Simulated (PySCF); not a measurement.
# C4H6F: the cost of one run

Programs: PySCF 2.14.0, with routines of our own; each step states its level. All values are computed. Atoms count from 0.

## Step 1: The starting structure

11 atoms, charge 0, multiplicity 2; geometry from: GFN2-xTB.

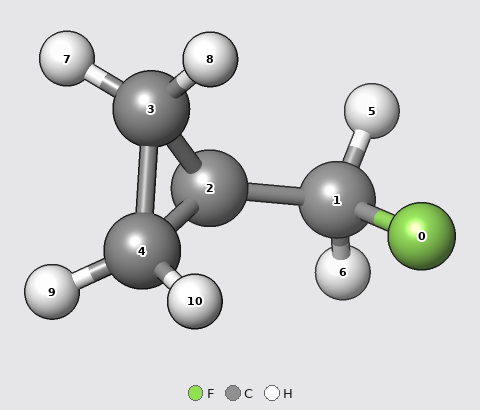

The starting geometry (fluorine green, carbon grey, hydrogen white).

## Step 2: Open-shell or spin-flip excitations: unrestricted TDA PBE0/def2-SVPD

Job settings and geometry (Å):

```
{"job": {"kind": "uabs", "xc": "PBE0", "basis": "def2-SVPD", "nstates": 10, "tda": true}, "charge": 0, "multiplicity": 2}
F      1.693988    -0.834715     1.011810
C      1.510534    -0.183285    -0.214241
C      0.093081     0.094051    -0.477536
C     -0.925914     0.903086     0.191975
C     -1.147568    -0.576714    -0.094947
H      2.102497     0.736441    -0.157975
H      1.932322    -0.860877    -0.966622
H     -1.505238     1.609059    -0.387557
H     -0.749162     1.234401     1.209634
H     -1.870883    -0.826084    -0.859855
H     -1.128232    -1.292694     0.719351
```

Level: unrestricted TDA PBE0/def2-SVPD, vertical, gas phase, core orbitals frozen in the response.

Started as:

```
$ OMP_NUM_THREADS=1 python excited_run.py task.json out
```

One launch serves the whole session: the jobs run in the order shown.

**Question.** How long does this first job take on 1 thread of Intel Xeon Platinum 8259CL at 2.50GHz, shared host, and how much memory does it need?

About 29 s, with a peak of 0.56 GiB.
